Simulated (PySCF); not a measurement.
**C$_{2}$H$_{10}$FNSi$_{2}$: density, localisation and related maps**

```xyz
16

C    -1.6653   -0.9899    0.7265
N    -0.6050   -0.0911    0.3005
Si   -1.1258    1.4500   -0.3159
Si    0.9502   -0.8235    0.1242
C     2.2814    0.3502   -0.5005
F     0.8301   -2.0233   -0.9635
H    -2.0883   -1.5332   -0.1221
H    -2.4651   -0.4276    1.2066
H    -1.2800   -1.7210    1.4358
H    -2.1125    1.9579    0.6429
H    -1.7545    1.3245   -1.6386
H     0.0488    2.3118   -0.3754
H     1.2853   -1.5287    1.3574
H     2.3966    1.2102    0.1482
H     2.0619    0.7098   -1.5006
H     3.2347   -0.1672   -0.5370
```

Geometry: GFN2-xTB.

The calculation used PySCF, CAM-B3LYP/def2-SVPD, SCF density, gas phase.

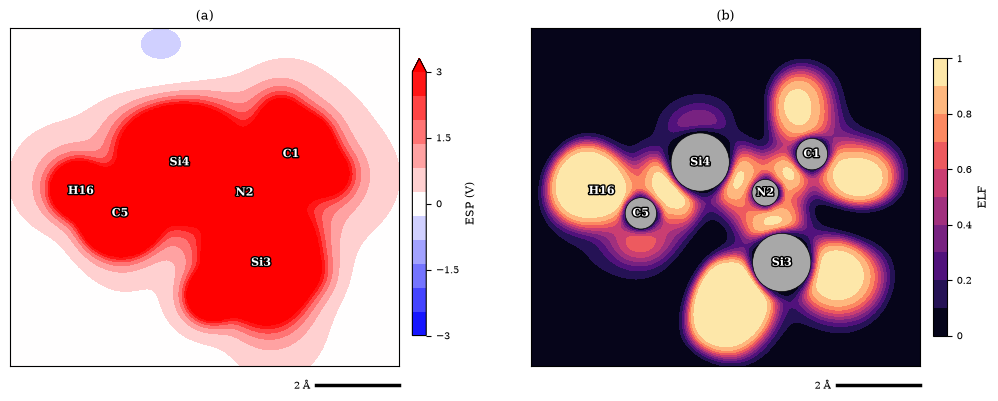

Figure 1. (a) electrostatic potential; (b) electron localisation function on the plane of atoms Si4, C5 and H16. Grey discs cover the atomic cores in the ELF map.

### What do the fields say about this system?

- Atoms in the plane: C, N, Si and H.
- C–N (1.45 Å): the ELF peaks at about 0.90 between the atoms: localised, covalent bonding.
- Si–N (1.73 Å): the ELF peaks at about 0.90 between the atoms; a shared but strongly polarised pair.
- C–Si (1.88 Å): the ELF peaks at about 1 between the atoms; a covalent bond.
- C–H (1.09 Å): the ELF climbs to about 1 towards the hydrogen, as it does in any bond to H: a covalent bond by its length.
- The potential has no marked negative region in this plane.

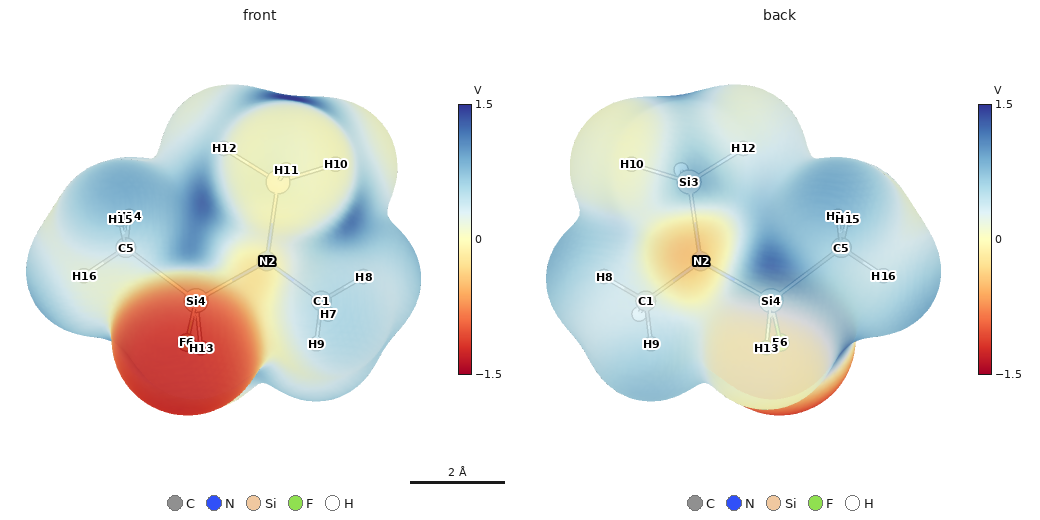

Figure 2. The electrostatic potential painted on the density surface at 0.002 e/bohr³, seen from the front and from behind; the colour scale runs from red (negative) to blue (positive).

### Where is the surface potential most negative and most positive?

The most negative region (about −1.3 V) lies over F6, the most positive (about +1.3 V) over Si3.
